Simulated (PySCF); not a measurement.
# CH₇ClP₂Si: electronic excitations at several levels of theory, part 2 of 2

PySCF 2.14.0. Atoms count from 0.

### Step 9. TDDFT and polarisability: CAM-B3LYP/def2-SVPD

Job settings and geometry (Å):

```
{"job": {"kind": "uv", "xc": "CAM-B3LYP", "basis": "def2-SVPD", "ip": true}, "charge": 0, "multiplicity": 1}
P     -1.577323    -0.864009     0.993668
Si    -0.136052     0.048882    -0.494034
P      0.162842     2.259497    -0.128868
C      1.553342    -0.785185    -0.270900
Cl     2.131666    -0.564777     1.408800
H     -1.703573    -2.093003     0.270030
H     -2.711948    -0.276097     0.351762
H     -0.546964    -0.141991    -1.921998
H     -1.238809     2.539289    -0.096262
H      0.264271     2.086666     1.284977
H      2.299563    -0.343592    -0.948158
H      1.504952    -1.865418    -0.473462
```

With the program's defaults for keys left out, this is: TDDFT CAM-B3LYP/def2-SVPD, vertical, gas phase, core orbitals frozen in the response.

Log:

```text
coarse grid: 11928 points
cycle   1  E = -1474.0658499384  dE =  8.476e-02  |g| = 2.583e-01  |ddm| = 3.856e+00
cycle   2  E = -1474.0787777373  dE = -1.293e-02  |g| = 2.167e-01  |ddm| = 7.997e-01
cycle   3  E = -1474.0927185984  dE = -1.394e-02  |g| = 3.961e-02  |ddm| = 3.702e-01
cycle   4  E = -1474.0931692536  dE = -4.507e-04  |g| = 1.706e-02  |ddm| = 7.657e-02
cycle   5  E = -1474.0932580140  dE = -8.876e-05  |g| = 3.376e-03  |ddm| = 3.092e-02
cycle   6  E = -1474.0932624571  dE = -4.443e-06  |g| = 8.156e-04  |ddm| = 8.480e-03
final grid: 96336 points
cycle   7  E = -1474.2597263760  dE = -9.302e-06  |g| = 2.002e-03  |ddm| = 2.715e-02
cycle   8  E = -1474.2597263590  dE =  1.705e-08  |g| = 2.074e-03  |ddm| = 5.481e-03
cycle   9  E = -1474.2597274408  dE = -1.082e-06  |g| = 1.594e-04  |ddm| = 2.402e-03
cycle  10  E = -1474.2597274492  dE = -8.417e-09  |g| = 7.418e-05  |ddm| = 3.925e-04
cycle  11  E = -1474.2597274513  dE = -2.040e-09  |g| = 1.249e-05  |ddm| = 1.670e-04
cycle  12  E = -1474.2597274514  dE = -7.276e-11  |g| = 4.165e-06  |ddm| = 3.510e-05
converged SCF energy = -1474.2597274514

Static polarisability (au): isotropic 108.518, principal 98.766 107.226 119.561

Singlet excitations
state   eV       nm        f      main configurations
  1   6.3063    196.6   0.06973   H->L 0.66, H->L+3 0.15
  2   6.5251    190.0   0.01988   H->L+2 0.24, H->L+3 0.17, H-1->L+3 0.12
  3   6.5842    188.3   0.01168   H->L+1 0.35, H->L+3 0.23, H->L+2 0.14
  4   6.6776    185.7   0.04132   H->L+1 0.26, H-2->L+1 0.12, H-2->L 0.12
  5   6.7451    183.8   0.02633   H-1->L 0.59, H->L+2 0.11
  6   6.8069    182.1   0.09274   H-2->L 0.25, H-2->L+1 0.23, H->L+1 0.17
  7   6.9763    177.7   0.08533   H-1->L+1 0.34, H->L+4 0.19, H-1->L+2 0.17
  8   7.1605    173.2   0.09065   H-3->L+1 0.28, H-3->L 0.23, H-1->L+2 0.10
  9   7.2358    171.3   0.14534   H-1->L+3 0.21, H->L+4 0.18, H->L+3 0.10
 10   7.3024    169.8   0.03733   H-1->L+1 0.32, H->L+2 0.11, H->L+4 0.11

Triplet excitations (Tamm-Dancoff, eV): 5.3809 5.6658 5.7184 5.7405
Vertical ionisation energy (delta-SCF) = 9.3753 eV
```

Run time: 2 min. Hardware: 1 thread, shared host.

Key values: HOMO -8.64 eV, LUMO 0.57 eV; lowest singlet 6.31 eV.

### Step 10. Ultraviolet spectrum: wB97X-D/def2-SVPD

The job, as its differences from that of step 9:

```diff
@@ -1,2 +1,2 @@
-{"job": {"kind": "uv", "xc": "CAM-B3LYP", "basis": "def2-SVPD", "ip": true}, "charge": 0, "multiplicity": 1}
+{"job": {"kind": "uv", "xc": "wB97X-D", "basis": "def2-SVPD", "ip": true}, "charge": 0, "multiplicity": 1}
 P     -1.577323    -0.864009     0.993668
```

Level: TDDFT wB97X-D/def2-SVPD, vertical, gas phase, core orbitals frozen in the response.

Log:

```text
coarse grid: 11928 points
cycle   1  E = -1474.0328340883  dE =  7.264e-02  |g| = 2.816e-01  |ddm| = 3.825e+00
cycle   2  E = -1474.0511157474  dE = -1.828e-02  |g| = 2.233e-01  |ddm| = 8.497e-01
cycle   3  E = -1474.0654976085  dE = -1.438e-02  |g| = 3.561e-02  |ddm| = 3.746e-01
cycle   4  E = -1474.0659392400  dE = -4.416e-04  |g| = 1.499e-02  |ddm| = 8.467e-02
cycle   5  E = -1474.0660205203  dE = -8.128e-05  |g| = 3.092e-03  |ddm| = 3.495e-02
cycle   6  E = -1474.0660255039  dE = -4.984e-06  |g| = 8.381e-04  |ddm| = 9.253e-03
final grid: 96336 points
cycle   7  E = -1474.2398546689  dE = -7.039e-05  |g| = 4.168e-03  |ddm| = 9.415e-02
cycle   8  E = -1474.2398582698  dE = -3.601e-06  |g| = 2.681e-03  |ddm| = 1.629e-02
cycle   9  E = -1474.2398602225  dE = -1.953e-06  |g| = 5.278e-04  |ddm| = 4.448e-03
cycle  10  E = -1474.2398603152  dE = -9.275e-08  |g| = 2.469e-04  |ddm| = 1.491e-03
cycle  11  E = -1474.2398603367  dE = -2.151e-08  |g| = 3.611e-05  |ddm| = 5.779e-04
cycle  12  E = -1474.2398603377  dE = -9.268e-10  |g| = 1.626e-05  |ddm| = 1.711e-04
converged SCF energy = -1474.2398603377

Static polarisability (au): isotropic 108.366, principal 98.554 106.749 119.795

Singlet excitations
state   eV       nm        f      main configurations
  1   6.3622    194.9   0.08044   H->L 0.57, H->L+3 0.12, H->L+2 0.10
  2   6.5647    188.9   0.01856   H->L+3 0.29, H->L+2 0.17, H-1->L+2 0.13
  3   6.6924    185.3   0.03554   H->L+2 0.32, H->L 0.25, H->L+3 0.15
  4   6.7573    183.5   0.01361   H->L+1 0.29, H-2->L 0.23, H-2->L+1 0.18
  5   6.8480    181.1   0.03960   H-1->L 0.64
  6   6.8945    179.8   0.10492   H->L+1 0.42, H-2->L 0.15, H-2->L+1 0.12
  7   7.0923    174.8   0.08020   H-1->L+1 0.31, H->L+4 0.24, H-1->L+3 0.12
  8   7.2186    171.8   0.07024   H-3->L 0.30, H-3->L+1 0.29
  9   7.2980    169.9   0.16106   H-1->L+2 0.26, H->L+3 0.14, H-1->L+3 0.10
 10   7.3880    167.8   0.05172   H-1->L+1 0.34, H->L+4 0.11, H->L+2 0.10

Triplet excitations (Tamm-Dancoff, eV): 5.4944 5.7857 5.8543 5.8797
Vertical ionisation energy (delta-SCF) = 9.3987 eV
```

It took 1.9 min on 1 thread, shared host.

Key values: HOMO -9.21 eV, LUMO 1.29 eV; lowest singlet 6.36 eV.

### Step 11. Ultraviolet spectrum: LC-wPBE/def2-SVPD

The job, as its differences from that of step 10:

```diff
@@ -1,2 +1,2 @@
-{"job": {"kind": "uv", "xc": "wB97X-D", "basis": "def2-SVPD", "ip": true}, "charge": 0, "multiplicity": 1}
+{"job": {"kind": "uv", "xc": "LC-wPBE", "basis": "def2-SVPD", "ip": true}, "charge": 0, "multiplicity": 1}
 P     -1.577323    -0.864009     0.993668
```

With the program's defaults for keys left out, this is: TDDFT LC-wPBE/def2-SVPD, vertical, gas phase, core orbitals frozen in the response.

Log:

```text
coarse grid: 11928 points
cycle   1  E = -1473.5415233242  dE =  9.344e-02  |g| = 3.348e-01  |ddm| = 3.846e+00
cycle   2  E = -1473.5724435196  dE = -3.092e-02  |g| = 2.415e-01  |ddm| = 8.478e-01
cycle   3  E = -1473.5883819426  dE = -1.594e-02  |g| = 4.081e-02  |ddm| = 3.859e-01
cycle   4  E = -1473.5891431284  dE = -7.612e-04  |g| = 1.476e-02  |ddm| = 1.118e-01
cycle   5  E = -1473.5892446298  dE = -1.015e-04  |g| = 3.531e-03  |ddm| = 4.037e-02
cycle   6  E = -1473.5892522815  dE = -7.652e-06  |g| = 9.741e-04  |ddm| = 1.116e-02
final grid: 96336 points
cycle   7  E = -1473.8111831257  dE = -2.828e-05  |g| = 3.320e-03  |ddm| = 7.712e-02
cycle   8  E = -1473.8111849154  dE = -1.790e-06  |g| = 2.219e-03  |ddm| = 8.914e-03
cycle   9  E = -1473.8111861903  dE = -1.275e-06  |g| = 3.741e-04  |ddm| = 3.393e-03
cycle  10  E = -1473.8111862284  dE = -3.809e-08  |g| = 1.216e-04  |ddm| = 9.706e-04
cycle  11  E = -1473.8111862384  dE = -1.007e-08  |g| = 2.855e-05  |ddm| = 4.222e-04
cycle  12  E = -1473.8111862391  dE = -6.178e-10  |g| = 9.015e-06  |ddm| = 1.026e-04
converged SCF energy = -1473.8111862391

Static polarisability (au): isotropic 105.931, principal 96.616 104.626 116.552

Singlet excitations
state   eV       nm        f      main configurations
  1   6.6007    187.8   0.05544   H->L+3 0.35, H->L 0.30, H-1->L+3 0.13
  2   6.7388    184.0   0.01775   H->L+2 0.28, H->L+6 0.23, H-1->L+3 0.09
  3   6.9956    177.2   0.10372   H->L 0.37, H->L+3 0.12, H->L+2 0.11
  4   7.0365    176.2   0.02334   H-2->L+1 0.28, H-2->L 0.19
  5   7.1497    173.4   0.06008   H-1->L 0.61
  6   7.3147    169.5   0.16870   H->L+1 0.53, H->L+5 0.10
  7   7.4485    166.5   0.10788   H-3->L+1 0.20, H-1->L+1 0.13, H-3->L 0.11
  8   7.4750    165.9   0.05416   H-1->L+1 0.16, H->L+4 0.14, H-1->L+2 0.12
  9   7.6735    161.6   0.07256   H->L+9 0.14, H->L+4 0.12, H-1->L+2 0.12
 10   7.8459    158.0   0.10109   H-1->L+1 0.23, H-1->L+5 0.09, H->L+4 0.09

Triplet excitations (Tamm-Dancoff, eV): 5.5009 5.7181 5.7319 5.7779
Vertical ionisation energy (delta-SCF) = 9.5675 eV
```

Run time: 2.5 min. Hardware: 1 thread, shared host.

Key values: HOMO -9.97 eV, LUMO 1.64 eV; lowest singlet 6.60 eV.

### Step 12. TDDFT and polarisability: PBE0/6-31G*

The job, as its differences from that of step 11:

```diff
@@ -1,2 +1,2 @@
-{"job": {"kind": "uv", "xc": "LC-wPBE", "basis": "def2-SVPD", "ip": true}, "charge": 0, "multiplicity": 1}
+{"job": {"kind": "uv", "xc": "PBE0", "basis": "6-31G*"}, "charge": 0, "multiplicity": 1}
 P     -1.577323    -0.864009     0.993668
```

With the program's defaults for keys left out, this is: TDDFT PBE0/6-31G*, vertical, gas phase, core orbitals frozen in the response.

Log:

```text
coarse grid: 11928 points
cycle   1  E = -1474.1086344468  dE =  1.204e-01  |g| = 2.260e-01  |ddm| = 3.159e+00
cycle   2  E = -1474.1133940667  dE = -4.760e-03  |g| = 2.054e-01  |ddm| = 7.556e-01
cycle   3  E = -1474.1282626492  dE = -1.487e-02  |g| = 3.203e-02  |ddm| = 3.893e-01
cycle   4  E = -1474.1285537956  dE = -2.911e-04  |g| = 1.476e-02  |ddm| = 6.109e-02
cycle   5  E = -1474.1286145477  dE = -6.075e-05  |g| = 4.207e-03  |ddm| = 2.029e-02
cycle   6  E = -1474.1286196927  dE = -5.145e-06  |g| = 6.467e-04  |ddm| = 6.004e-03
final grid: 96336 points
cycle   7  E = -1474.0595844361  dE = -9.490e-06  |g| = 5.474e-03  |ddm| = 2.253e-02
cycle   8  E = -1474.0595800826  dE =  4.354e-06  |g| = 6.913e-03  |ddm| = 1.383e-02
cycle   9  E = -1474.0595933026  dE = -1.322e-05  |g| = 7.318e-04  |ddm| = 7.472e-03
cycle  10  E = -1474.0595934765  dE = -1.738e-07  |g| = 5.091e-05  |ddm| = 1.147e-03
cycle  11  E = -1474.0595934771  dE = -6.683e-10  |g| = 2.306e-05  |ddm| = 9.944e-05
converged SCF energy = -1474.0595934771

Static polarisability (au): isotropic 90.207, principal 81.690 86.583 102.348

Singlet excitations
state   eV       nm        f      main configurations
  1   6.1880    200.4   0.10337   H->L 0.81
  2   6.5660    188.8   0.05799   H-1->L 0.73
  3   6.6641    186.0   0.00401   H-2->L 0.70
  4   6.7341    184.1   0.07589   H->L+1 0.59, H-2->L 0.08
  5   6.7817    182.8   0.01236   H->L+2 0.67, H-1->L 0.09
  6   7.0555    175.7   0.04225   H->L+3 0.55, H->L+1 0.17
  7   7.1142    174.3   0.00011   H-3->L 0.73, H-3->L+2 0.08
  8   7.1676    173.0   0.08551   H-1->L+1 0.76, H->L+3 0.12
  9   7.3421    168.9   0.08946   H->L+4 0.81
 10   7.4130    167.3   0.04681   H-1->L+2 0.61, H-2->L+2 0.10, H-1->L+3 0.08

Triplet excitations (Tamm-Dancoff, eV): 5.2829 5.6060 5.7503 5.7798
```

It took 7.4 s on 1 thread, shared host.

In short: HOMO -7.37 eV, LUMO -0.18 eV; lowest singlet 6.19 eV.

### Step 13. Excited states and response: PBE0/def2-SVP

The job, as its differences from that of step 12:

```diff
@@ -1,2 +1,2 @@
-{"job": {"kind": "uv", "xc": "PBE0", "basis": "6-31G*"}, "charge": 0, "multiplicity": 1}
+{"job": {"kind": "uv", "xc": "PBE0", "basis": "def2-SVP"}, "charge": 0, "multiplicity": 1}
 P     -1.577323    -0.864009     0.993668
```

Method: TDDFT PBE0/def2-SVP, vertical, gas phase, core orbitals frozen in the response.

Log:

```text
coarse grid: 11928 points
cycle   1  E = -1473.4876984514  dE =  6.144e-02  |g| = 2.155e-01  |ddm| = 3.244e+00
cycle   2  E = -1473.4911432258  dE = -3.445e-03  |g| = 1.968e-01  |ddm| = 7.073e-01
cycle   3  E = -1473.5035134080  dE = -1.237e-02  |g| = 3.839e-02  |ddm| = 3.754e-01
cycle   4  E = -1473.5039274341  dE = -4.140e-04  |g| = 1.611e-02  |ddm| = 6.188e-02
cycle   5  E = -1473.5039977755  dE = -7.034e-05  |g| = 3.973e-03  |ddm| = 1.932e-02
cycle   6  E = -1473.5040026972  dE = -4.922e-06  |g| = 7.244e-04  |ddm| = 6.065e-03
final grid: 96336 points
cycle   7  E = -1473.6636561709  dE = -1.225e-05  |g| = 4.919e-03  |ddm| = 2.636e-02
cycle   8  E = -1473.6636524116  dE =  3.759e-06  |g| = 6.231e-03  |ddm| = 1.255e-02
cycle   9  E = -1473.6636629457  dE = -1.053e-05  |g| = 7.291e-04  |ddm| = 6.652e-03
cycle  10  E = -1473.6636631045  dE = -1.588e-07  |g| = 4.537e-05  |ddm| = 1.155e-03
cycle  11  E = -1473.6636631050  dE = -4.834e-10  |g| = 2.912e-05  |ddm| = 1.154e-04
converged SCF energy = -1473.6636631050

Static polarisability (au): isotropic 90.554, principal 82.740 88.612 100.310

Singlet excitations
state   eV       nm        f      main configurations
  1   6.3122    196.4   0.06557   H->L 0.82
  2   6.6351    186.9   0.02215   H-1->L 0.59, H->L+2 0.28
  3   6.7720    183.1   0.00774   H-2->L 0.44, H->L+1 0.39
  4   6.8657    180.6   0.04461   H->L+1 0.45, H-2->L 0.33
  5   6.8924    179.9   0.02299   H->L+2 0.28, H-1->L 0.28, H->L+3 0.26
  6   7.0446    176.0   0.00638   H->L+3 0.45, H->L+2 0.36
  7   7.2046    172.1   0.00251   H-1->L+2 0.27, H-3->L 0.25, H-1->L+1 0.22
  8   7.2499    171.0   0.00907   H-3->L 0.48, H-1->L+2 0.13, H-1->L+1 0.13
  9   7.3797    168.0   0.15788   H-1->L+2 0.30, H-1->L+1 0.28, H-1->L+3 0.14
 10   7.4125    167.3   0.01110   H-2->L+1 0.31, H-2->L+2 0.14, H-2->L+3 0.13

Triplet excitations (Tamm-Dancoff, eV): 5.4144 5.7075 5.8383 5.8843
```

Run time: 9.2 s. Hardware: 1 thread, shared host.

In short: HOMO -7.37 eV, LUMO 0.01 eV; lowest singlet 6.31 eV.

### Step 14. Excited states and response: PBE0/def2-TZVP

The job, as its differences from that of step 13:

```diff
@@ -1,2 +1,2 @@
-{"job": {"kind": "uv", "xc": "PBE0", "basis": "def2-SVP"}, "charge": 0, "multiplicity": 1}
+{"job": {"kind": "uv", "xc": "PBE0", "basis": "def2-TZVP"}, "charge": 0, "multiplicity": 1}
 P     -1.577323    -0.864009     0.993668
```

With the program's defaults for keys left out, this is: TDDFT PBE0/def2-TZVP, vertical, gas phase, core orbitals frozen in the response.

Log:

```text
coarse grid: 11928 points
cycle   1  E = -1474.1908590081  dE =  8.416e-02  |g| = 2.493e-01  |ddm| = 2.513e+00
cycle   2  E = -1474.1958387388  dE = -4.980e-03  |g| = 1.997e-01  |ddm| = 4.844e-01
cycle   3  E = -1474.2064650060  dE = -1.063e-02  |g| = 5.431e-02  |ddm| = 2.598e-01
cycle   4  E = -1474.2071495478  dE = -6.845e-04  |g| = 1.734e-02  |ddm| = 5.519e-02
cycle   5  E = -1474.2072316279  dE = -8.208e-05  |g| = 5.531e-03  |ddm| = 1.742e-02
cycle   6  E = -1474.2072388826  dE = -7.255e-06  |g| = 1.817e-03  |ddm| = 4.860e-03
final grid: 96336 points
cycle   7  E = -1474.2050431360  dE = -2.644e-05  |g| = 7.212e-03  |ddm| = 2.875e-02
cycle   8  E = -1474.2050354390  dE =  7.697e-06  |g| = 8.692e-03  |ddm| = 1.110e-02
cycle   9  E = -1474.2050540316  dE = -1.859e-05  |g| = 1.385e-03  |ddm| = 6.381e-03
cycle  10  E = -1474.2050544854  dE = -4.538e-07  |g| = 1.518e-04  |ddm| = 1.150e-03
cycle  11  E = -1474.2050544917  dE = -6.278e-09  |g| = 5.959e-05  |ddm| = 2.096e-04
cycle  12  E = -1474.2050544927  dE = -1.043e-09  |g| = 1.502e-05  |ddm| = 6.639e-05
cycle  13  E = -1474.2050544928  dE = -7.458e-11  |g| = 2.903e-06  |ddm| = 1.852e-05
converged SCF energy = -1474.2050544928

Static polarisability (au): isotropic 104.027, principal 94.366 101.756 115.958

Singlet excitations
state   eV       nm        f      main configurations
  1   6.0028    206.5   0.07142   H->L 0.80, H->L+2 0.08
  2   6.2898    197.1   0.01780   H-1->L 0.34, H->L+3 0.33, H->L+1 0.21
  3   6.4093    193.4   0.01231   H->L+2 0.72
  4   6.4631    191.8   0.04289   H->L+1 0.45, H-1->L 0.31
  5   6.5514    189.2   0.01904   H-2->L 0.60, H->L+3 0.16, H-1->L 0.08
  6   6.5950    188.0   0.01176   H->L+3 0.39, H->L+1 0.20, H-2->L 0.15
  7   6.8783    180.3   0.04671   H-1->L+2 0.30, H-1->L+3 0.26, H-1->L+1 0.16
  8   6.9107    179.4   0.04209   H-1->L+1 0.67, H-1->L+3 0.15
  9   6.9945    177.3   0.10636   H->L+4 0.26, H-1->L+2 0.26, H-1->L+3 0.17
 10   7.0295    176.4   0.02605   H-3->L 0.54, H-3->L+1 0.11, H->L+4 0.09

Triplet excitations (Tamm-Dancoff, eV): 5.1254 5.4311 5.5250 5.5480
```

Run time: 25 s. Hardware: 1 thread, shared host.

In short: HOMO -7.40 eV, LUMO -0.33 eV; lowest singlet 6.00 eV.

### Step 15. Side by side: electronic excitations

Excitations and ground-state properties, with basis size and wall time:

| run | lowest singlet (eV) | brightest (eV) | f | gap (eV) | α (Å³) | μ (D) | functions | time |
| --- | --- | --- | --- | --- | --- | --- | --- | --- |
| HF/def2-SVPD | 6.87 | 7.61 | 0.321 | 12.05 | 15.33 | 2.30 | 175 | 25 s |
| LDA/def2-SVPD | 5.20 | 5.94 | 0.041 | 5.05 | 17.08 | 1.91 | 175 | 96 s |
| PBE/def2-SVPD | 5.28 | 5.97 | 0.045 | 5.13 | 16.79 | 1.86 | 175 | 1.8 min |
| B3LYP/def2-SVPD | 5.87 | 6.71 | 0.063 | 6.62 | 16.36 | 1.94 | 175 | 94 s |
| PBE0/def2-SVPD | 6.03 | 6.97 | 0.123 | 7.04 | 16.25 | 2.00 | 175 | 1.8 min |
| BHandHLYP/def2-SVPD | 6.41 | 7.37 | 0.239 | 8.78 | 15.85 | 2.08 | 175 | 1.7 min |
| CAM-B3LYP/def2-SVPD | 6.31 | 7.24 | 0.145 | 9.21 | 16.08 | 2.04 | 175 | 2 min |
| wB97X-D/def2-SVPD | 6.36 | 7.30 | 0.161 | 10.49 | 16.06 | 2.10 | 175 | 1.9 min |
| LC-wPBE/def2-SVPD | 6.60 | 7.31 | 0.169 | 11.60 | 15.70 | 2.16 | 175 | 2.5 min |
| PBE0/6-31G* | 6.19 | 6.19 | 0.103 | 7.19 | 13.37 | 2.34 | 100 | 7.4 s |
| PBE0/def2-SVP | 6.31 | 7.38 | 0.158 | 7.38 | 13.42 | 2.04 | 121 | 9.2 s |
| PBE0/def2-TZVP | 6.00 | 6.99 | 0.106 | 7.07 | 15.42 | 1.94 | 221 | 25 s |

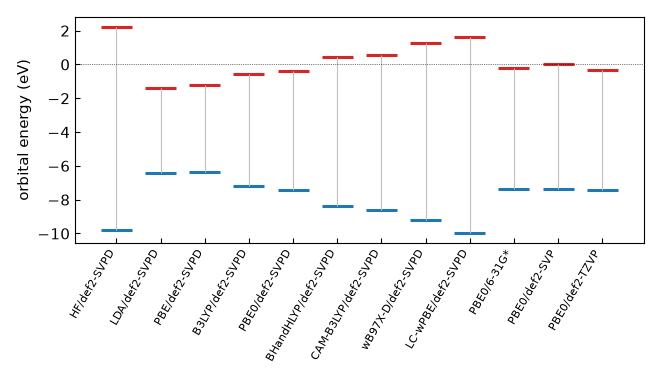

HOMO (blue) and LUMO (red) run by run.

### Step 16. What came out

This closing draws on all 2 parts.

| quantity | value |
| --- | --- |
| point group | C1 |
| rotational constants (main isotopes) | 1.71, 1.45, 0.97 GHz |
| lowest singlet (HF/def2-SVPD) | 6.87 eV (180 nm), f = 0.061 |
| brightest single state of those computed | state 5, 7.61 eV, f = 0.321 |
| lowest triplet | 5.49 eV |
| vertical ionisation energy (ΔSCF) | 8.61 eV |
| range of the lowest singlet | 5.20 to 6.87 eV |

In words: Single values in the summary come from the first run of each kind that ended normally (HF/def2-SVPD), which need not be the best level. Over 10 steps the energy fell by 0.271 eV; of the close pairs, P0–H5 changed most, 1.386 to 1.432 Å. The lowest singlet, at 6.87 eV, is HOMO→LUMO+4 0.22, HOMO→LUMO 0.15 and is bright; of the 10 states computed, the strongest absorption comes from state 5 at 7.61 eV. The lowest triplet lies 1.39 eV below the lowest singlet (triplets in Tamm-Dancoff, singlets in full TDDFT). At HF/def2-SVPD, the highest states lie near or above the ionisation energy, where they hang on the basis. The orbital energy would give 9.82 eV for ionisation, ΔSCF gives 8.61 eV. The lowest singlet runs from 5.20 eV (LDA/def2-SVPD) to 6.87 eV (HF/def2-SVPD), while the orbital gap spans 5.05 to 12.05 eV. The lowest state need not be the same one in every run. The runs solved for a few states only, so the brightest column depends on that window.
